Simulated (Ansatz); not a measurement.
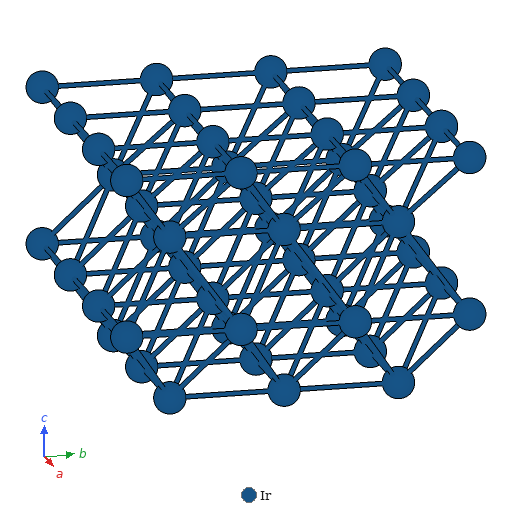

System: O on a slab of content Ir. The picture shows the clean slab (repeated in the plane, vacuum cut away).

Starting cell:
```yaml
crystal:
  lattice:
    - [2.71830, 0.00000, 0.00000]
    - [0.00000, 2.71830, 0.00000]
    - [0.00000, 0.00000, 22.76630]
  atoms:
    - { symbol: Ir, position: [0.50000, 0.50000, 0.37336] }
    - { symbol: Ir, position: [0.00000, 0.00000, 0.45779] }
    - { symbol: Ir, position: [0.50000, 0.50000, 0.54277] }
    - { symbol: Ir, position: [0.00000, 0.00000, 0.62288] }
```

Computed with Ansatz 0.2.0: adsorption at several starting sites on a slab cut from the named crystal, one adsorbate a surface cell, the lower planes held, the adsorption energy counts from the clean slab and the free, spin-polarised adsorbate, negative where bound, plane waves with PAW datasets, Γ-centred k mesh. Level: r2SCAN, no spin polarisation.

```
                   setting             value
           crystal formula                Ir
crystal space group number               225
            Miller index h                 1
            Miller index k                 0
            Miller index l                 0
                 top plane                Ir
              bottom plane                Ir
                    planes                 4
              surface cell            (1, 1)
     slab thickness as cut            5.77 Å
                    vacuum              17 Å
              surface area          7.389 Å²
               wave cutoff            500 eV
                    k mesh           11×11×1
               occupations          Gaussian
            smearing width            0.1 eV
                  boundary  dipole corrected
                 adsorbate                 O
```

Sites are named by a rule of distances and placed in fractions of the cell vectors a and b; the slab's top layers relax too; key: 1 = top site at (0.00, 0.00); 2 = bridge site at (0.00, 0.50); 3 = hollow over site at (0.50, 0.50).

Describe the result: the adsorption energy of each starting site.

Among these starts the lowest is no. 2, at −4.539 eV; the next, no. 1, is 0.631 eV higher. In rising order: no. 2 (−4.539), no. 1 (−3.908), no. 3 (−3.509), in eV. The height over highest slab atom, in Å, is 1.724 for no. 1, 1.354 for no. 2 and 1.138 for no. 3. The dipole change, in e Å, is −0.092 for no. 1, −0.076 for no. 2 and −0.053 for no. 3.

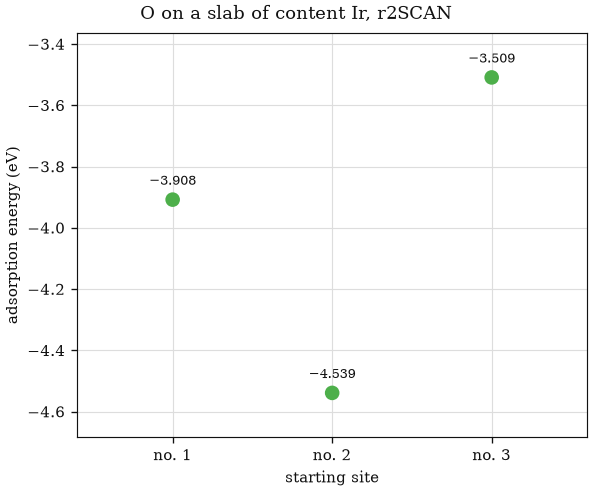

Keep in mind: no spin polarisation, a magnetic state may lie lower; xc potential rough in thin density.
